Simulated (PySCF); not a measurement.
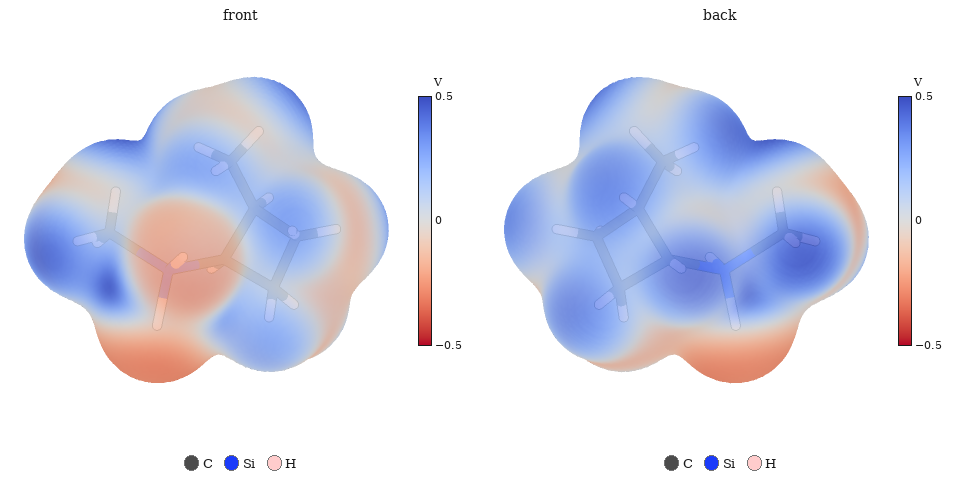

C$_{6}$H$_{14}$Si. The molecular electrostatic potential painted on the density surface at 0.001 e/bohr³, seen from the front and from behind; red is negative and blue positive.

Geometry: GFN2-xTB.

Method: PBE0/pcSseg-1, SCF density, gas phase, non-relativistic in PySCF.

```yaml
atoms:
  - { symbol: C, position_ang: [-2.2959, 1.5489, -0.0600] }
  - { symbol: Si, position_ang: [-1.5996, -0.1447, 0.4365] }
  - { symbol: C, position_ang: [-0.1077, -0.6287, -0.6390] }
  - { symbol: C, position_ang: [0.5090, -1.9809, -0.2286] }
  - { symbol: C, position_ang: [1.6829, -1.2280, 0.4050] }
  - { symbol: C, position_ang: [1.2619, 0.0345, -0.3610] }
  - { symbol: C, position_ang: [1.3247, 1.3536, 0.3840] }
  - { symbol: H, position_ang: [-1.5786, 2.3487, 0.0933] }
  - { symbol: H, position_ang: [-2.5887, 1.5655, -1.1056] }
  - { symbol: H, position_ang: [-3.1768, 1.7820, 0.5295] }
  - { symbol: H, position_ang: [-1.2570, -0.1489, 1.8663] }
  - { symbol: H, position_ang: [-2.6271, -1.1765, 0.2199] }
  - { symbol: H, position_ang: [-0.3980, -0.5847, -1.6923] }
  - { symbol: H, position_ang: [-0.0810, -2.6020, 0.4435] }
  - { symbol: H, position_ang: [0.8121, -2.5832, -1.0845] }
  - { symbol: H, position_ang: [2.6812, -1.6136, 0.2031] }
  - { symbol: H, position_ang: [1.5582, -1.1075, 1.4797] }
  - { symbol: H, position_ang: [1.8328, 0.1274, -1.2898] }
  - { symbol: H, position_ang: [2.3602, 1.6022, 0.6134] }
  - { symbol: H, position_ang: [0.7708, 1.2975, 1.3178] }
  - { symbol: H, position_ang: [0.9076, 2.1552, -0.2222] }
```

> Describe the electrostatic potential map.

The most negative region (about −0.3 V) lies over H12, the most positive (about +0.4 V) over the H and Si atoms.

> How polar is the molecule by this calculation?

Its dipole moment is 0.79 D.
